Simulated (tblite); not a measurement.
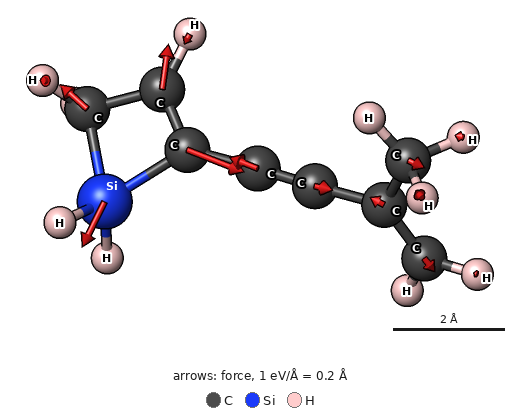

Starting geometry of C₈H₁₀Si with the computed forces as red arrows. A ball-and-stick model, seen at a tilt.

These are results of GFN2-xTB geometry optimisation, gas phase in tblite, not measurements. 

Q: Is this structure relaxed? If not, where do the atoms go?

A: It isn't relaxed: the largest force vector, on a C atom, is 6.22 eV/Å. The final displacements have little in common with the starting forces (cosine between the two patterns 0.10). After 161 geometry steps the energy has fallen by 0.768 eV. The atom that moves furthest after the best rigid fit is an H atom (1.15 Å). By element the largest moves are H 1.15 Å, C 0.35 Å, Si 0.19 Å. Some distances before and after: C–Si 1.789 → 1.906 Å, C–Si 1.815 → 1.928 Å, C–C 1.455 → 1.392 Å, C–C 1.292 → 1.348 Å. Bond angles that change, for instance: Si–C–H 111.1° → 117.5°, H–C–H 103.1° → 109.2°, C–C–H 104.6° → 110.1°. Groups turn about C–C by about 60°.
